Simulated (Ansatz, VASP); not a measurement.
# Zn (Zn(0001)): VASP beside Ansatz

Aim: how closely do two programs agree when they are given the same cell, functional and k mesh?

Main program and level: Ansatz 0.2.0; plane waves, with VASP 6.6.1 beside it; single point at PBEsol.

### 1. Starting point

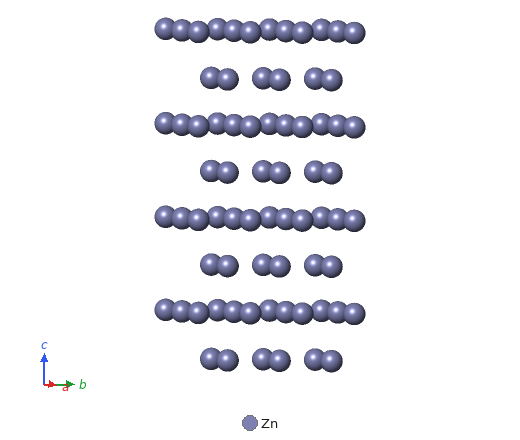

The starting structure, seen from the side, with the c axis up (zinc blue). 2×3×1 cells are drawn. Some periodic images of atoms are drawn too.

The cell holds 8 atoms: 8 Zn. Cell: a = 2.639 Å, b = 2.639 Å, c = 31.285 Å, α = 90.0°, β = 90.0°, γ = 60.0°. It derives from Zn. As first built, before any earlier steps moved the atoms: 8 layers of hcp Zn, cut at this functional's lattice. Vacuum lies along c.

### 2. VASP: single point, PBEsol

With cell and atoms fixed, the geometry can't cause a difference; cores, projectors, grids and the points listed under the comparison can.

Lines of VASP's logs that name or quote its potential files are left out, and so is its time.

INCAR

```
SYSTEM = Zn
PREC = Normal
ENCUT = 320
EDIFF = 1E-06
NELM = 120
ISMEAR = 1
SIGMA = 0.15
LREAL = .FALSE.
ALGO = Fast
GGA = PS
NBANDS = 59
LORBIT = 11
LWAVE = .FALSE.
LCHARG = .TRUE.
KPAR = 4
IDIPOL = 3
LDIPOL = .TRUE.
DIPOL = 0.5 0.5 0.5
LVHAR = .TRUE.
LVACPOTAV = .TRUE.
NEDOS = 1500
```

POSCAR

```
Zn
1.0
    2.6389024589      0.0000000000      0.0000000000
    1.3194512294      2.2853565675      0.0000000000
    0.0000000000      0.0000000000     31.2850701468
Zn
8
Direct
    0.6666666700      0.6666666700      0.2388704573
    0.0000000000      0.0000000000      0.3147938003
    0.6666666700      0.6666666700      0.3887454628
    0.0000000000      0.0000000000      0.4626343640
    0.6666666700      0.6666666700      0.5373656360
    0.0000000000      0.0000000000      0.6112545372
    0.6666666700      0.6666666700      0.6852061997
    0.0000000000      0.0000000000      0.7611295427
```

KPOINTS

```
Automatic mesh
0
Gamma
15 15 1
0 0 0
```

The projector-augmented-wave data sets are Zn (PBE family, release 64).

The run is started by

```sh
$ mpirun -np 4 vasp_std
```

Numbers of over 12 decimals in the logs are rounded to 6 here.

The log of the run:

```text
[banner, memory and clock lines left out]
running    4 mpi-ranks, on    1 nodes
 distrk:  each k-point on    1 cores,    4 groups
 distr:  one band on    1 cores,    1 groups

 POSCAR found type information on POSCAR Zn
 POSCAR found :  1 types and       8 ions
|                                                                             |
|               ----> ADVICE to this user running VASP <----                  |
|                                                                             |
|     You enforced a specific xc type in the INCAR file but a different       |
|     [... a line on the potential file left out ...]
|     I HOPE YOU KNOW WHAT YOU ARE DOING!                                     |
|                                                                             |

 LDA part: xc-table for (Slater+PW92), standard interpolation
 POSCAR, INCAR and KPOINTS ok, starting setup
 FFT: planning ... GRIDC
 FFT: planning ... GRID_SOFT
 FFT: planning ... GRID
 WAVECAR not read
 entering main loop
       N       E                     dE             d eps       ncg     rms          rms(c)
DAV:   1     0.590464206838E+03    0.59046E+03   -0.35949E+04  3258   0.167E+03
DAV:   2     0.448947140807E+02   -0.54557E+03   -0.52696E+03  3186   0.387E+02
DAV:   3    -0.122715410017E+02   -0.57166E+02   -0.56414E+02  3410   0.138E+02
DAV:   4    -0.135218866640E+02   -0.12503E+01   -0.12457E+01  3483   0.228E+01
DAV:   5    -0.135295613460E+02   -0.76747E-02   -0.76714E-02  3484   0.141E+00    0.926E+00
RMM:   6    -0.123847873903E+02    0.11448E+01   -0.61309E+00  3425   0.178E+01    0.681E+00
RMM:   7    -0.123358034892E+02    0.48984E-01   -0.17897E-01  3557   0.353E+00    0.361E+00
RMM:   8    -0.125756594335E+02   -0.23986E+00   -0.91730E-02  3701   0.128E+00    0.180E+00
RMM:   9    -0.122874194506E+02    0.28824E+00   -0.45151E-02  3654   0.119E+00    0.155E-01
RMM:  10    -0.122872114096E+02    0.20804E-03   -0.34940E-03  3626   0.328E-01    0.616E-02
RMM:  11    -0.122872140674E+02   -0.26578E-05   -0.40133E-04  3664   0.108E-01    0.401E-02
RMM:  12    -0.122872255459E+02   -0.11479E-04   -0.63364E-05  3641   0.365E-02    0.781E-03
RMM:  13    -0.122872447004E+02   -0.19154E-04   -0.17792E-05  3572   0.196E-02    0.439E-03
RMM:  14    -0.122872725596E+02   -0.27859E-04   -0.63354E-06  2638   0.969E-03    0.298E-03
RMM:  15    -0.122872967340E+02   -0.24174E-04   -0.39177E-06  2529   0.559E-03    0.225E-03
RMM:  16    -0.122873082076E+02   -0.11474E-04   -0.15145E-06  2415   0.447E-03    0.185E-03
RMM:  17    -0.122873137131E+02   -0.55055E-05   -0.67365E-07  2326   0.262E-03    0.167E-03
RMM:  18    -0.122873178786E+02   -0.41656E-05   -0.12236E-07  2025   0.148E-03    0.156E-03
RMM:  19    -0.122873222558E+02   -0.43771E-05   -0.76609E-08  1449   0.108E-03    0.154E-03
RMM:  20    -0.122873236540E+02   -0.13982E-05   -0.61563E-09   813   0.773E-04    0.152E-03
RMM:  21    -0.122873248891E+02   -0.12351E-05   -0.18425E-08   862   0.843E-04    0.151E-03
RMM:  22    -0.122873251656E+02   -0.27650E-06   -0.50637E-09   759   0.824E-04
|                                                                             |
|           W    W    AA    RRRRR   N    N  II  N    N   GGGG   !!!           |
|           W    W   A  A   R    R  NN   N  II  NN   N  G    G  !!!           |
|           W    W  A    A  R    R  N N  N  II  N N  N  G       !!!           |
|           W WW W  AAAAAA  RRRRR   N  N N  II  N  N N  G  GGG   !            |
|           WW  WW  A    A  R   R   N   NN  II  N   NN  G    G                |
|           W    W  A    A  R    R  N    N  II  N    N   GGGG   !!!           |
|                                                                             |
|     Did not find any points to average over, which means that no vacuum     |
|     field-free region was found. Please increase the size of  your cell     |
|     in the dimension of the dipole correction to obtain accurate            |
|     workfunction values.                                                    |
|                                                                             |

   1 F= -.12287325E+02 E0= -.12287542E+02  d E =0.651842E-03
```

Parts of OUTCAR (step 2):

```text
ion  position               nearest neighbor table
   1  0.667  0.667  0.239-   2 2.82   2 2.82   2 2.82
   2  0.000  0.000  0.315-   3 2.77   3 2.77   3 2.77   1 2.82   1 2.82   1 2.82
   3  0.667  0.667  0.389-   4 2.77   4 2.77   4 2.77   2 2.77   2 2.77   2 2.77
   4  0.000  0.000  0.463-   3 2.77   3 2.77   3 2.77   5 2.79   5 2.79   5 2.79
   5  0.667  0.667  0.537-   6 2.77   6 2.77   6 2.77   4 2.79   4 2.79   4 2.79
   6  0.000  0.000  0.611-   5 2.77   5 2.77   5 2.77   7 2.77   7 2.77   7 2.77
   7  0.667  0.667  0.685-   6 2.77   6 2.77   6 2.77   8 2.82   8 2.82   8 2.82
   8  0.000  0.000  0.761-   7 2.82   7 2.82   7 2.82

  LATTYP: Found a hexagonal cell.
 ALAT       =     2.6389024589
 C/A-ratio  =    11.8553340393

 Subroutine GETGRP returns: Found 12 space group operations
 (whereof  6 operations were pure point group operations)

The static configuration has the point symmetry C_3v.
 The point group associated with its full space group is D_3d.

 Found     27 irreducible k-points:

   k-points           NKPTS =     27   k-points in BZ     NKDIM =     27   number of bands    NBANDS=     59

   dimension x,y,z NGX =    12 NGY =   12 NGZ =  140
   dimension x,y,z NGXF=    24 NGYF=   24 NGZF=  280

   ENCUT  =  320.0 eV  23.52 Ry    4.85 a.u.   3.85  3.85 45.63*2*pi/ulx,y,z

   NELECT =      96.0000    total number of electrons

 k-points in reciprocal lattice and weights: Automatic mesh
   0.00000000  0.00000000  0.00000000       0.004
   0.06666667  0.00000000  0.00000000       0.027
   0.13333333  0.00000000  0.00000000       0.027
   0.20000000 -0.00000000  0.00000000       0.027
   0.26666667  0.00000000  0.00000000       0.027
   0.33333333  0.00000000  0.00000000       0.027
   0.40000000 -0.00000000  0.00000000       0.027
   0.46666667  0.00000000  0.00000000       0.027
   0.13333333  0.06666667  0.00000000       0.027
[...]
-0.40000000  0.26666667  0.00000000       0.053
  -0.33333333  0.33333333  0.00000000       0.009

 dipolmoment           0.000000      0.000000      0.000000 electrons x Angstroem

 average (electrostatic) potential at core
       1 -39.1664       2 -39.4472       3 -39.4774       4 -39.4767       5 -39.4767
       6 -39.4774       7 -39.4472       8 -39.1664

 E-fermi :   0.4806

 k-point     1 :       0.0000    0.0000    0.0000
  band No.  band energies     occupation
    ...
     46      -6.2283      2.00000
     47      -5.0466      2.00000
     48      -3.4005      2.00000
     49      -2.5851      2.00000
     50      -0.3463      2.00000
     51       1.4425     -0.00000
     52       3.0849     -0.00000
     53       4.1067      0.00000
     54       4.8819      0.00000
     55       5.0987      0.00000
    ...

 k-point     2 :       0.0667    0.0000    0.0000
  band No.  band energies     occupation
    ...
     46      -6.0340      2.00000
     47      -4.8847      2.00000
     48      -3.2800      2.00000
     49      -2.3995      2.00000
     50      -0.2228      2.00000
     51       1.5655     -0.00000
     52       3.2069     -0.00000
     53       4.2329      0.00000
     54       5.0103      0.00000
     55       5.2233      0.00000
    ...

 k-point     3 :       0.1333    0.0000    0.0000
  band No.  band energies     occupation
    ...
     46      -5.6265      2.00000
     47      -4.4653      2.00000
     48      -2.9330      2.00000
     49      -1.8674      2.00000
     50       0.1532      2.00848
     51       1.9354     -0.00000
     52       3.5727      0.00000
     53       4.6109      0.00000
     54       5.3944      0.00000
     55       5.5965      0.00000
    ...

  Total       -1.7714515     -1.7714515      0.3084847      0.0000000     -0.0000000      0.0000000
  in kB      -15.0426865    -15.0426865      2.6195689      0.0000000     -0.0000000      0.0000000
  external PRESSURE =      -9.1552680 kB  Pullay stress =       0.0000000 kB

  energy-cutoff  :      320.00
  volume of cell :      188.68
      direct lattice vectors                 reciprocal lattice vectors
     2.638902459  0.000000000  0.000000000     0.378945420 -0.218784240  0.000000000
     1.319451229  2.285356568  0.000000000     0.000000000  0.437568480  0.000000000
     0.000000000  0.000000000 31.285070147     0.000000000  0.000000000  0.031964128

 POSITION                                       TOTAL-FORCE (eV/Angst)
 -----------------------------------------------------------------------------------
      2.63890      1.52357      7.47308        -0.000000     -0.000000     -0.015681
      0.00000      0.00000      9.84835        -0.000000     -0.000000     -0.013459
      2.63890      1.52357     12.16193        -0.000000     -0.000000      0.026217
      0.00000      0.00000     14.47355        -0.000000      0.000000      0.010746
      2.63890      1.52357     16.81152         0.000000      0.000000     -0.010746
      0.00000      0.00000     19.12314         0.000000      0.000000     -0.026217
      2.63890      1.52357     21.43672        -0.000000      0.000000      0.013459
      0.00000      0.00000     23.81199         0.000000      0.000000      0.015681
 -----------------------------------------------------------------------------------
    total drift:                               -0.000005     -0.000003     -0.000001

  FREE ENERGIE OF THE ION-ELECTRON SYSTEM (eV)
  ---------------------------------------------------
  free  energy   TOTEN  =       -12.2873251656 eV

  energy  without entropy=      -12.2879770081  energy(sigma->0) =      -12.28754245

 vacuum level on the upper side and lower side of the slab         4.643         4.643

 total charge
# of ion       s       p       d       tot
------------------------------------------
    1        0.607   0.433   9.709  10.749
    2        0.604   0.494   9.715  10.814
    3        0.598   0.508   9.718  10.823
    4        0.598   0.503   9.718  10.818
    5        0.598   0.503   9.718  10.818
    6        0.598   0.508   9.718  10.823
    7        0.604   0.494   9.715  10.814
    8        0.607   0.433   9.709  10.749
--------------------------------------------------
tot          4.813   3.877  77.720  86.410

[... 3 further parts left out ...]
```

(Part 1 of 2 ends here.)

[Lines on the potential files, build, host, timing and source positions are cut from VASP's logs without a mark.]

[Logs are printed without paths, hosts, clocks, repeated set-up lines and the standing remarks that a program may print on its own settings, such as how far it seeks lower states.]

[Hosts, paths, dates, database ids (printed as entryN), source tags and the programs' standing remarks are cut or masked in the printed files.]
